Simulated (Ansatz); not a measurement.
# Run report: GaH₂Cl₂O, molecular dynamics (part 1 of 3)

The run: molecular dynamics of GaH₂Cl₂O, multiplicity 2. Method and program: UKS BLYP/def2-SVP (Ansatz 0.2.0).

It belongs to a series of runs on one base structure; here: dynamics from the highest image of the converged band. Figures and captions count atoms from 1; the log counts them from 0 in places.

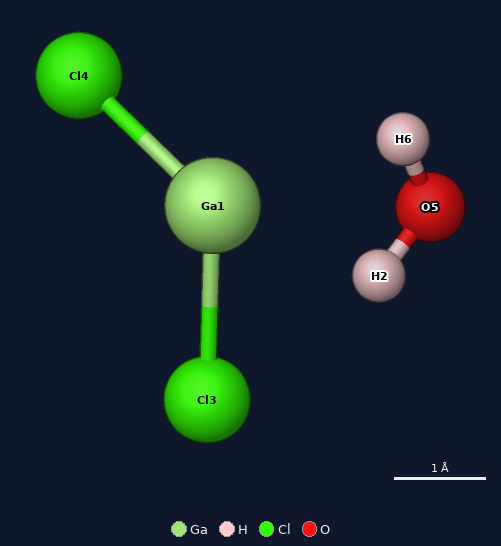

The starting structure (ball-and-stick view, seen at a tilt; atoms are numbered from 1 in the order of the input). Sticks mark near contacts. Bond lengths as drawn: Cl–Ga 2.22 to 2.23 Å and H–O 0.98 Å.

The input
```yaml
crystal:
  periodic: [false, false, false]
  atoms:
    - { symbol: Ga, position_ang: [-0.172518, -0.81603, -0.246565] }
    - { symbol: H, position_ang: [0.639414, 0.195943, 2.211171] }
    - { symbol: Cl, position_ang: [1.733594, 0.347824, -0.232362] }
    - { symbol: Cl, position_ang: [-2.049623, 0.148052, -0.928302] }
    - { symbol: O, position_ang: [0.009186, -0.071007, 2.910436] }
    - { symbol: H, position_ang: [-0.674453, -0.605884, 2.462722] }
magnetization:
  spin_polarized: true
  initial_magnetization: 1
basis:
  gaussian: { orbitals: def2-SVP }
hamiltonian:
  xc: blyp
md:
  timestep: 0.5
  n_steps: 200
  ensemble: nve
  temperature: 300.0
  initial_velocities: maxwell_boltzmann
  seed: 7872
```

Command:
```bash
ansatz run input.yaml --threads 4 --pin off --max-ram 5120MiB --backend cpu --events-out ev --progress --plain --runs-dir out
```

What the program printed
```
Engine: ansatz 0.2.0, aarch64-unknown-linux-gnu
Functional definition: BLYP
  parameter beta = 0.0042
  parameter a = 0.04918
  parameter b = 0.132
  parameter c = 0.2533
  parameter d = 0.349
  exchange = b88_x(beta = beta)
  correlation = lyp_c(a = a, b = b, c = c, d = d)
1004 factors; their error is unknown
mean field evaluation 1: about -79483.3117 eV, gradient 4.4e1 eV
mean field evaluation 2: about -79370.1021 eV, gradient 1.3e2 eV
mean field evaluation 4: about -79489.1890 eV, gradient 1.3e1 eV
mean field evaluation 8: about -79490.0141 eV, gradient 2.5e-1 eV
mean field evaluation 16: about -79489.9622 eV, gradient 4.1e-4 eV
mean field -79489.96215844 eV, -2921.2022290911 hartree, gradient 3.3e-5 eV, S^2 0.751443; 1 other end points of the search recorded, 0 dependent functions left out
the calculation of the forces begins
reference -79489.96245935 eV, -2921.2022401494 hartree; 38, 37 occupied and 54, 55 virtual orbitals, 1004 factors
md step     0: t =     0.00 fs  T =   300.0 K  F+E_penalty+E_count = -79489.96215844 eV  E_kin = 0.155112 eV  conserved = -79489.80704644 eV  (44 SCF iters)
these checks for a lower state are left out or cut short: starts, cluster_reference, orbital_swaps, neighbouring_geometries, increment
1004 factors; their error is unknown
mean field -79489.95695435 eV, -2921.2020378444 hartree, gradient 5.1e-5 eV, S^2 0.751445; 0 other end points of the search recorded, 0 dependent functions left out
the calculation of the forces begins
reference -79489.95725511 eV, -2921.2020488970 hartree; 38, 37 occupied and 54, 55 virtual orbitals, 1004 factors
md step     1: t =     0.50 fs  T =   290.2 K  F+E_penalty+E_count = -79489.95695435 eV  E_kin = 0.150035 eV  conserved = -79489.80691890 eV  (30 SCF iters)
[... from here on the SCF iterations and repeated set-up lines of each step are left out, up to the last step ...]
md step     2: t =     1.00 fs  T =   265.2 K  F+E_penalty+E_count = -79489.94362394 eV  E_kin = 0.137125 eV  conserved = -79489.80649909 eV  (29 SCF iters)
md step     3: t =     1.50 fs  T =   237.4 K  F+E_penalty+E_count = -79489.92872160 eV  E_kin = 0.122740 eV  conserved = -79489.80598133 eV  (29 SCF iters)
md step     4: t =     2.00 fs  T =   221.4 K  F+E_penalty+E_count = -79489.92015685 eV  E_kin = 0.114486 eV  conserved = -79489.80567110 eV  (29 SCF iters)
md step     5: t =     2.50 fs  T =   226.0 K  F+E_penalty+E_count = -79489.92262022 eV  E_kin = 0.116850 eV  conserved = -79489.80577050 eV  (28 SCF iters)
md step     6: t =     3.00 fs  T =   248.3 K  F+E_penalty+E_count = -79489.93461162 eV  E_kin = 0.128400 eV  conserved = -79489.80621127 eV  (29 SCF iters)
md step     7: t =     3.50 fs  T =   276.0 K  F+E_penalty+E_count = -79489.94944139 eV  E_kin = 0.142728 eV  conserved = -79489.80671348 eV  (29 SCF iters)
md step     8: t =     4.00 fs  T =   294.7 K  F+E_penalty+E_count = -79489.95937481 eV  E_kin = 0.152370 eV  conserved = -79489.80700468 eV  (29 SCF iters)
md step     9: t =     4.50 fs  T =   295.5 K  F+E_penalty+E_count = -79489.95977818 eV  E_kin = 0.152798 eV  conserved = -79489.80698043 eV  (29 SCF iters)
md step    10: t =     5.00 fs  T =   278.8 K  F+E_penalty+E_count = -79489.95083678 eV  E_kin = 0.144129 eV  conserved = -79489.80670756 eV  (29 SCF iters)
md step    11: t =     5.50 fs  T =   252.1 K  F+E_penalty+E_count = -79489.93666435 eV  E_kin = 0.130331 eV  conserved = -79489.80633350 eV  (29 SCF iters)
md step    12: t =     6.00 fs  T =   226.4 K  F+E_penalty+E_count = -79489.92306999 eV  E_kin = 0.117068 eV  conserved = -79489.80600216 eV  (29 SCF iters)
md step    13: t =     6.50 fs  T =   211.7 K  F+E_penalty+E_count = -79489.91527892 eV  E_kin = 0.109466 eV  conserved = -79489.80581314 eV  (30 SCF iters)
md step    14: t =     7.00 fs  T =   213.7 K  F+E_penalty+E_count = -79489.91629911 eV  E_kin = 0.110485 eV  conserved = -79489.80581425 eV  (29 SCF iters)
md step    15: t =     7.50 fs  T =   232.3 K  F+E_penalty+E_count = -79489.92611507 eV  E_kin = 0.120110 eV  conserved = -79489.80600477 eV  (29 SCF iters)
md step    16: t =     8.00 fs  T =   261.8 K  F+E_penalty+E_count = -79489.94169684 eV  E_kin = 0.135361 eV  conserved = -79489.80633567 eV  (29 SCF iters)
md step    17: t =     8.50 fs  T =   292.3 K  F+E_penalty+E_count = -79489.95782397 eV  E_kin = 0.151118 eV  conserved = -79489.80670599 eV  (29 SCF iters)
md step    18: t =     9.00 fs  T =   312.9 K  F+E_penalty+E_count = -79489.96873470 eV  E_kin = 0.161763 eV  conserved = -79489.80697161 eV  (29 SCF iters)
md step    19: t =     9.50 fs  T =   316.1 K  F+E_penalty+E_count = -79489.97040118 eV  E_kin = 0.163413 eV  conserved = -79489.80698783 eV  (29 SCF iters)
md step    20: t =    10.00 fs  T =   301.8 K  F+E_penalty+E_count = -79489.96271511 eV  E_kin = 0.156021 eV  conserved = -79489.80669455 eV  (28 SCF iters)
md step    21: t =    10.50 fs  T =   278.7 K  F+E_penalty+E_count = -79489.95028627 eV  E_kin = 0.144085 eV  conserved = -79489.80620118 eV  (29 SCF iters)
md step    22: t =    11.00 fs  T =   260.9 K  F+E_penalty+E_count = -79489.94066567 eV  E_kin = 0.134889 eV  conserved = -79489.80577679 eV  (29 SCF iters)
md step    23: t =    11.50 fs  T =   260.3 K  F+E_penalty+E_count = -79489.94027827 eV  E_kin = 0.134591 eV  conserved = -79489.80568710 eV  (28 SCF iters)
md step    24: t =    12.00 fs  T =   279.5 K  F+E_penalty+E_count = -79489.95049504 eV  E_kin = 0.144505 eV  conserved = -79489.80598990 eV  (29 SCF iters)
md step    25: t =    12.50 fs  T =   310.0 K  F+E_penalty+E_count = -79489.96678357 eV  E_kin = 0.160295 eV  conserved = -79489.80648896 eV  (29 SCF iters)
md step    26: t =    13.00 fs  T =   337.9 K  F+E_penalty+E_count = -79489.98159098 eV  E_kin = 0.174696 eV  conserved = -79489.80689475 eV  (29 SCF iters)
md step    27: t =    13.50 fs  T =   351.3 K  F+E_penalty+E_count = -79489.98867484 eV  E_kin = 0.181652 eV  conserved = -79489.80702253 eV  (29 SCF iters)
md step    28: t =    14.00 fs  T =   346.4 K  F+E_penalty+E_count = -79489.98598165 eV  E_kin = 0.179118 eV  conserved = -79489.80686383 eV  (29 SCF iters)
md step    29: t =    14.50 fs  T =   327.6 K  F+E_penalty+E_count = -79489.97590474 eV  E_kin = 0.169373 eV  conserved = -79489.80653167 eV  (44 SCF iters)
md step    30: t =    15.00 fs  T =   304.5 K  F+E_penalty+E_count = -79489.96362327 eV  E_kin = 0.157451 eV  conserved = -79489.80617197 eV  (29 SCF iters)
md step    31: t =    15.50 fs  T =   288.0 K  F+E_penalty+E_count = -79489.95483667 eV  E_kin = 0.148933 eV  conserved = -79489.80590363 eV  (29 SCF iters)
md step    32: t =    16.00 fs  T =   286.3 K  F+E_penalty+E_count = -79489.95384368 eV  E_kin = 0.148045 eV  conserved = -79489.80579831 eV  (29 SCF iters)
md step    33: t =    16.50 fs  T =   302.6 K  F+E_penalty+E_count = -79489.96234622 eV  E_kin = 0.156466 eV  conserved = -79489.80588045 eV  (29 SCF iters)
md step    34: t =    17.00 fs  T =   334.4 K  F+E_penalty+E_count = -79489.97903120 eV  E_kin = 0.172902 eV  conserved = -79489.80612927 eV  (29 SCF iters)
md step    35: t =    17.50 fs  T =   374.1 K  F+E_penalty+E_count = -79489.99991723 eV  E_kin = 0.193441 eV  conserved = -79489.80647636 eV  (29 SCF iters)
md step    36: t =    18.00 fs  T =   411.3 K  F+E_penalty+E_count = -79490.01948613 eV  E_kin = 0.212681 eV  conserved = -79489.80680540 eV  (29 SCF iters)
md step    37: t =    18.50 fs  T =   436.3 K  F+E_penalty+E_count = -79490.03255406 eV  E_kin = 0.225583 eV  conserved = -79489.80697143 eV  (29 SCF iters)
md step    38: t =    19.00 fs  T =   444.2 K  F+E_penalty+E_count = -79490.03651520 eV  E_kin = 0.229654 eV  conserved = -79489.80686070 eV  (29 SCF iters)
md step    39: t =    19.50 fs  T =   438.2 K  F+E_penalty+E_count = -79490.03302103 eV  E_kin = 0.226543 eV  conserved = -79489.80647848 eV  (29 SCF iters)
md step    40: t =    20.00 fs  T =   429.0 K  F+E_penalty+E_count = -79490.02779776 eV  E_kin = 0.221795 eV  conserved = -79489.80600304 eV  (29 SCF iters)
md step    41: t =    20.50 fs  T =   429.7 K  F+E_penalty+E_count = -79490.02790993 eV  E_kin = 0.222195 eV  conserved = -79489.80571537 eV  (28 SCF iters)
md step    42: t =    21.00 fs  T =   448.3 K  F+E_penalty+E_count = -79490.03760338 eV  E_kin = 0.231796 eV  conserved = -79489.80580745 eV  (28 SCF iters)
md step    43: t =    21.50 fs  T =   482.1 K  F+E_penalty+E_count = -79490.05551705 eV  E_kin = 0.249289 eV  conserved = -79489.80622797 eV  (28 SCF iters)
md step    44: t =    22.00 fs  T =   519.7 K  F+E_penalty+E_count = -79490.07544382 eV  E_kin = 0.268719 eV  conserved = -79489.80672454 eV  (27 SCF iters)
md step    45: t =    22.50 fs  T =   547.4 K  F+E_penalty+E_count = -79490.09004142 eV  E_kin = 0.283006 eV  conserved = -79489.80703581 eV  (28 SCF iters)
md step    46: t =    23.00 fs  T =   556.4 K  F+E_penalty+E_count = -79490.09474518 eV  E_kin = 0.287698 eV  conserved = -79489.80704677 eV  (27 SCF iters)
md step    47: t =    23.50 fs  T =   546.9 K  F+E_penalty+E_count = -79490.08957464 eV  E_kin = 0.282770 eV  conserved = -79489.80680491 eV  (29 SCF iters)
md step    48: t =    24.00 fs  T =   526.2 K  F+E_penalty+E_count = -79490.07848617 eV  E_kin = 0.272042 eV  conserved = -79489.80644451 eV  (29 SCF iters)
md step    49: t =    24.50 fs  T =   505.2 K  F+E_penalty+E_count = -79490.06732813 eV  E_kin = 0.261222 eV  conserved = -79489.80610612 eV  (29 SCF iters)
md step    50: t =    25.00 fs  T =   494.6 K  F+E_penalty+E_count = -79490.06161786 eV  E_kin = 0.255725 eV  conserved = -79489.80589245 eV  (28 SCF iters)
md step    51: t =    25.50 fs  T =   500.9 K  F+E_penalty+E_count = -79490.06485938 eV  E_kin = 0.259001 eV  conserved = -79489.80585793 eV  (29 SCF iters)
md step    52: t =    26.00 fs  T =   525.3 K  F+E_penalty+E_count = -79490.07763017 eV  E_kin = 0.271620 eV  conserved = -79489.80601007 eV  (29 SCF iters)
md step    53: t =    26.50 fs  T =   563.1 K  F+E_penalty+E_count = -79490.09744902 eV  E_kin = 0.291139 eV  conserved = -79489.80630999 eV  (28 SCF iters)
md step    54: t =    27.00 fs  T =   604.9 K  F+E_penalty+E_count = -79490.11942200 eV  E_kin = 0.312752 eV  conserved = -79489.80667023 eV  (28 SCF iters)
md step    55: t =    27.50 fs  T =   639.6 K  F+E_penalty+E_count = -79490.13767486 eV  E_kin = 0.330715 eV  conserved = -79489.80695979 eV  (28 SCF iters)
md step    56: t =    28.00 fs  T =   658.4 K  F+E_penalty+E_count = -79490.14743416 eV  E_kin = 0.340396 eV  conserved = -79489.80703788 eV  (27 SCF iters)
md step    57: t =    28.50 fs  T =   658.3 K  F+E_penalty+E_count = -79490.14719495 eV  E_kin = 0.340369 eV  conserved = -79489.80682553 eV  (27 SCF iters)
md step    58: t =    29.00 fs  T =   645.0 K  F+E_penalty+E_count = -79490.13987702 eV  E_kin = 0.333489 eV  conserved = -79489.80638793 eV  (28 SCF iters)
md step    59: t =    29.50 fs  T =   630.2 K  F+E_penalty+E_count = -79490.13179380 eV  E_kin = 0.325844 eV  conserved = -79489.80594958 eV  (27 SCF iters)
md step    60: t =    30.00 fs  T =   625.8 K  F+E_penalty+E_count = -79490.12931470 eV  E_kin = 0.323540 eV  conserved = -79489.80577505 eV  (28 SCF iters)
md step    61: t =    30.50 fs  T =   636.4 K  F+E_penalty+E_count = -79490.13500771 eV  E_kin = 0.329031 eV  conserved = -79489.80597675 eV  (31 SCF iters)
md step    62: t =    31.00 fs  T =   656.8 K  F+E_penalty+E_count = -79490.14601145 eV  E_kin = 0.339586 eV  conserved = -79489.80642499 eV  (26 SCF iters)
md step    63: t =    31.50 fs  T =   675.1 K  F+E_penalty+E_count = -79490.15590364 eV  E_kin = 0.349050 eV  conserved = -79489.80685357 eV  (27 SCF iters)
md step    64: t =    32.00 fs  T =   679.9 K  F+E_penalty+E_count = -79490.15858471 eV  E_kin = 0.351535 eV  conserved = -79489.80704972 eV  (27 SCF iters)
md step    65: t =    32.50 fs  T =   666.3 K  F+E_penalty+E_count = -79490.15145298 eV  E_kin = 0.344493 eV  conserved = -79489.80695966 eV  (27 SCF iters)
md step    66: t =    33.00 fs  T =   637.5 K  F+E_penalty+E_count = -79490.13626646 eV  E_kin = 0.329600 eV  conserved = -79489.80666640 eV  (27 SCF iters)
md step    67: t =    33.50 fs  T =   602.7 K  F+E_penalty+E_count = -79490.11792383 eV  E_kin = 0.311616 eV  conserved = -79489.80630813 eV  (27 SCF iters)
md step    68: t =    34.00 fs  T =   573.1 K  F+E_penalty+E_count = -79490.10232846 eV  E_kin = 0.296317 eV  conserved = -79489.80601127 eV  (27 SCF iters)
md step    69: t =    34.50 fs  T =   558.0 K  F+E_penalty+E_count = -79490.09436762 eV  E_kin = 0.288507 eV  conserved = -79489.80586057 eV  (27 SCF iters)
md step    70: t =    35.00 fs  T =   562.1 K  F+E_penalty+E_count = -79490.09652116 eV  E_kin = 0.290627 eV  conserved = -79489.80589386 eV  (27 SCF iters)
md step    71: t =    35.50 fs  T =   584.3 K  F+E_penalty+E_count = -79490.10822986 eV  E_kin = 0.302126 eV  conserved = -79489.80610371 eV  (28 SCF iters)
md step    72: t =    36.00 fs  T =   618.1 K  F+E_penalty+E_count = -79490.12602127 eV  E_kin = 0.319585 eV  conserved = -79489.80643621 eV  (28 SCF iters)
md step    73: t =    36.50 fs  T =   653.0 K  F+E_penalty+E_count = -79490.14440685 eV  E_kin = 0.337617 eV  conserved = -79489.80678939 eV  (28 SCF iters)
md step    74: t =    37.00 fs  T =   677.9 K  F+E_penalty+E_count = -79490.15754264 eV  E_kin = 0.350518 eV  conserved = -79489.80702431 eV  (28 SCF iters)
md step    75: t =    37.50 fs  T =   685.5 K  F+E_penalty+E_count = -79490.16142249 eV  E_kin = 0.354413 eV  conserved = -79489.80700946 eV  (27 SCF iters)
md step    76: t =    38.00 fs  T =   675.3 K  F+E_penalty+E_count = -79490.15588078 eV  E_kin = 0.349179 eV  conserved = -79489.80670180 eV  (28 SCF iters)
md step    77: t =    38.50 fs  T =   655.6 K  F+E_penalty+E_count = -79490.14518990 eV  E_kin = 0.338969 eV  conserved = -79489.80622046 eV  (27 SCF iters)
md step    78: t =    39.00 fs  T =   639.0 K  F+E_penalty+E_count = -79490.13623139 eV  E_kin = 0.330405 eV  conserved = -79489.80582640 eV  (27 SCF iters)
md step    79: t =    39.50 fs  T =   636.1 K  F+E_penalty+E_count = -79490.13464350 eV  E_kin = 0.328879 eV  conserved = -79489.80576463 eV  (27 SCF iters)
md step    80: t =    40.00 fs  T =   648.3 K  F+E_penalty+E_count = -79490.14126874 eV  E_kin = 0.335193 eV  conserved = -79489.80607580 eV  (27 SCF iters)
md step    81: t =    40.50 fs  T =   667.3 K  F+E_penalty+E_count = -79490.15157431 eV  E_kin = 0.345013 eV  conserved = -79489.80656139 eV  (27 SCF iters)
md step    82: t =    41.00 fs  T =   680.0 K  F+E_penalty+E_count = -79490.15852935 eV  E_kin = 0.351588 eV  conserved = -79489.80694092 eV  (27 SCF iters)
md step    83: t =    41.50 fs  T =   676.3 K  F+E_penalty+E_count = -79490.15672067 eV  E_kin = 0.349680 eV  conserved = -79489.80704053 eV  (27 SCF iters)
md step    84: t =    42.00 fs  T =   653.9 K  F+E_penalty+E_count = -79490.14497498 eV  E_kin = 0.338115 eV  conserved = -79489.80685953 eV  (32 SCF iters)
md step    85: t =    42.50 fs  T =   618.7 K  F+E_penalty+E_count = -79490.12642518 eV  E_kin = 0.319910 eV  conserved = -79489.80651521 eV  (27 SCF iters)
md step    86: t =    43.00 fs  T =   581.4 K  F+E_penalty+E_count = -79490.10674047 eV  E_kin = 0.300585 eV  conserved = -79489.80615582 eV  (27 SCF iters)
md step    87: t =    43.50 fs  T =   553.0 K  F+E_penalty+E_count = -79490.09181163 eV  E_kin = 0.285911 eV  conserved = -79489.80590054 eV  (27 SCF iters)
md step    88: t =    44.00 fs  T =   541.6 K  F+E_penalty+E_count = -79490.08582396 eV  E_kin = 0.280004 eV  conserved = -79489.80581997 eV  (27 SCF iters)
md step    89: t =    44.50 fs  T =   549.6 K  F+E_penalty+E_count = -79490.09008924 eV  E_kin = 0.284154 eV  conserved = -79489.80593501 eV  (27 SCF iters)
```
